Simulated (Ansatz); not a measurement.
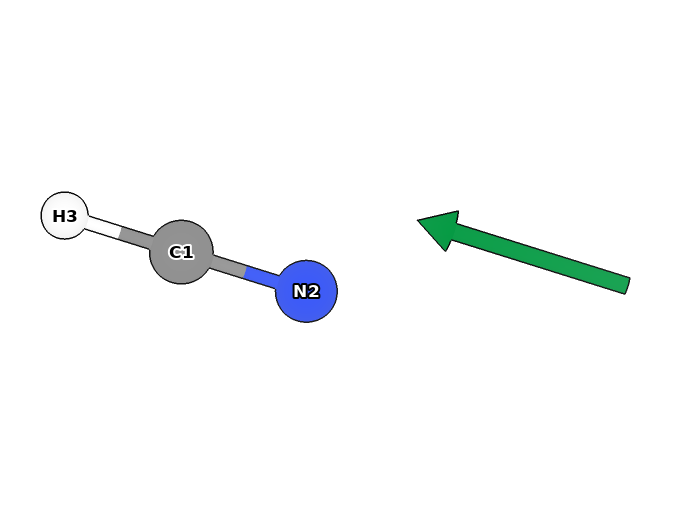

The arrow beside the molecule shows the direction of the dipole moment, from the negative to the positive end (its length means nothing). The geometry was computed by an optimisation with PBE0-D4/def2-TZVP. No frequency run is at hand to confirm it as a minimum. Level of theory: RKS PBE0-D4/def2-TZVP (Ansatz 0.2.0).

### Estimate the dipole moment.

3.03 D; it points from the side of N2 to the side of H3 (the outermost atoms at the two ends).
